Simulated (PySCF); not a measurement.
**BeH6O3 (charge +2): density, localisation and related maps**

Input file:

```
{"job": {"kind": "inter", "xc": "wB97M-D3(BJ)", "basis": "def2-TZVPD", "pairs": true}, "charge": 2, "multiplicity": 1, "parts": [{"atoms": "0-0", "charge": 2, "multiplicity": 1}, {"atoms": "1-3", "charge": 0, "multiplicity": 1}, {"atoms": "4-6", "charge": 0, "multiplicity": 1}, {"atoms": "7-9", "charge": 0, "multiplicity": 1}]}
Be     1.516983    -0.684056    -1.145979
O      1.991246     0.809064    -0.988422
H      2.671489     1.099039    -0.351144
H      1.689597     1.595932    -1.480293
O      0.437473    -1.090920    -2.217779
H     -0.015927    -0.519942    -2.866330
H      0.103241    -2.000431    -2.336455
O      2.142998    -1.801554    -0.198602
H      2.902655    -2.376174    -0.414634
H      1.830600    -2.035114     0.697155
```

Command:

```sh
OMP_NUM_THREADS=1 python cluster_run.py task.json out
```

Geometry: PBE0-D3(BJ)/def2-SVPD.

The calculation used wB97M-D3(BJ)/def2-TZVPD, SCF density, gas phase (PySCF).

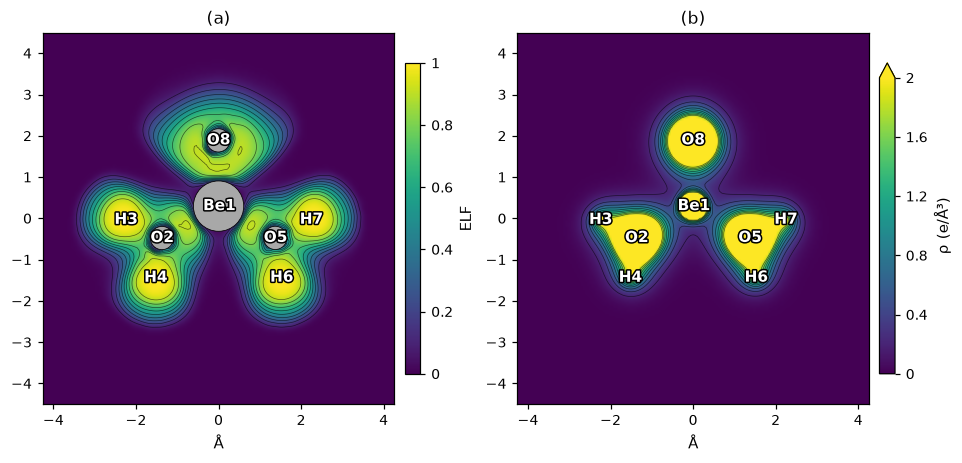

Figure 1. (a) ELF; (b) electron density on the plane of atoms H3, O2 and H4. Grey discs cover the atomic cores in the ELF map.

**What does the map show?**

- The section cuts through Be, O and H sites.
- Be–O (1.57 Å): the density is about 1.1 e/Å³ at the midpoint; the ELF peaks at about 0.90 between the atoms; a polar covalent bond.
- O–H (0.98 Å): the density is about 3.8 e/Å³ at the midpoint; the ELF climbs to about 1 towards the hydrogen, as it does in any bond to H; a covalent bond by its length.

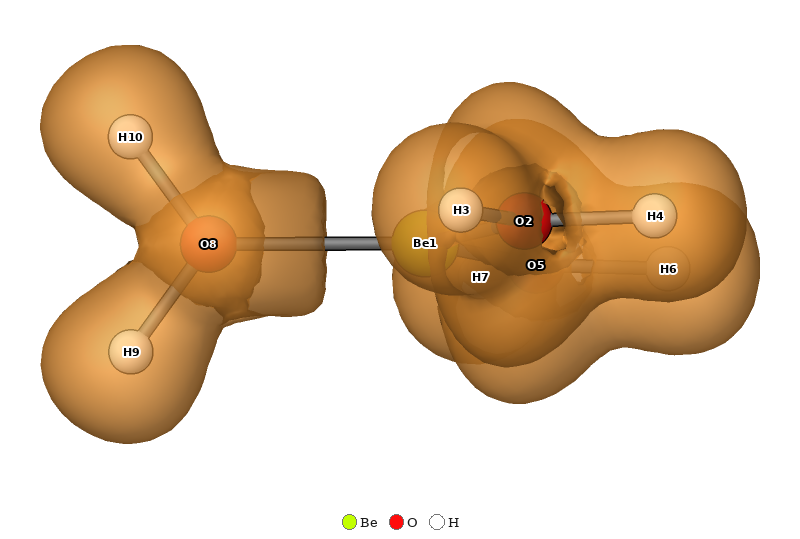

Figure 2. Isosurface of the electron localisation function at 0.75 (orange), seen from one side. Core shells and regions of very low density are left out.

**What do the ELF domains correspond to?**

At this value the surface marks out three joined regions spread over several atoms (H, O), in which their bonds and any lone pairs are merged.
